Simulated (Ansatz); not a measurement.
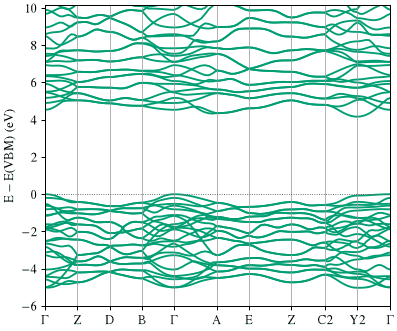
Figure: Band structure from r²SCAN (plane waves, PAW; program Ansatz)

### Question
Read off the gap and where the band edges lie.

### Answer
About 4.2 eV (4.16 eV by a search for the band edges); maximum at Γ, minimum at Y2.

### Question
Pick the material that matches.
A. TiO2, P2_1/c (Ti on 4e, O on 4e, O on 4e)
B. MgAl3N3O, Pm (Pearson symbol mP8)
C. ZrO2, P2_1/c (Zr on 4e, O on 4e, O on 4e)
D. HfO2, P2_1/c (Hf on 4e, O on 4e, O on 4e)

### Answer
C, ZrO2, P2_1/c (Zr on 4e, O on 4e, O on 4e)

The r²SCAN relaxation kept the symmetry of its start. No spin polarisation was allowed. Scalar-relativistic: spin–orbit coupling is off unless named, which matters more the heavier the elements.

Potentials: the earlier of the program's two PAW sets. The files were generated under PBE; for other functionals the program regenerates the frozen cores, and for LDA and PBEsol the local potential too.
